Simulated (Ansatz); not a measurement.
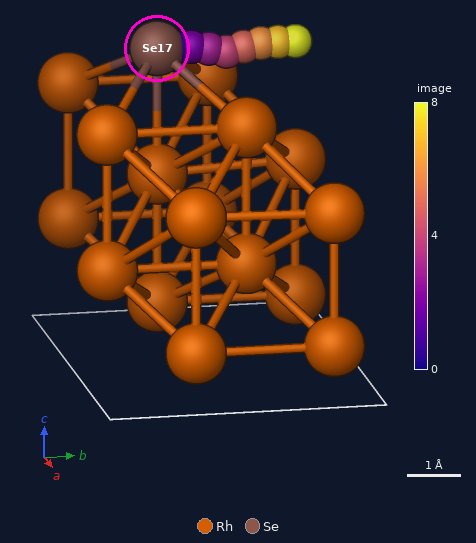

NEB run on Se on Rh(110) (17 atoms in the cell). Images are numbered from 0 (start) to 8 (end). The start is drawn whole; smaller spheres mark the moving atoms (Se) in the later images, joined by lines and coloured by the number of the image. A ball-and-stick model of the simulation cell, with the vacuum cut short (origin moved), seen slightly off an axis. The moving atom is ringed, with any periodic copies. Bonds to atoms that aren't drawn are left out.

Level of theory: DFT PBE-D3(BJ), scalar-relativistic, plane waves, PAW (Ansatz 0.2.0). Set-up: plane-wave cutoff 420 eV; k-point mesh 2 × 3 × 1; Gaussian smearing 0.05 eV; 4 atoms held fixed; 7 movable images; climbing image; force threshold 0.05 eV/Å; iteration limit 29; starting path by image-dependent pair potential.

Describe the path and its energy.

Answer. The adsorbate starts on a bridge site and hops by a lattice vector of the surface; other mechanisms, such as exchange with a surface atom, weren't searched. The Se atom travels furthest, 2.69 Å from end to end, on a path that bends up to 0.14 Å away from the straight line. At the highest image its nearest neighbour (Rh) is 2.36 Å away, against 2.48 Å at the start, and the surrounding atoms stand up to 0.28 Å off the mean of their end positions. The two ends have the same energy, and the highest point, image 4, lies 0.49 eV above the start. The band is converged.

Limits of the set-up: the k-point mesh is coarse for a cell with partly filled bands; the periodic images lie only 5.4 Å apart, so the values are limited by the cell's size.

Cost: 26 min on 4 threads of Arm Neoverse V2, on a shared host, peak memory 5.3 GiB.
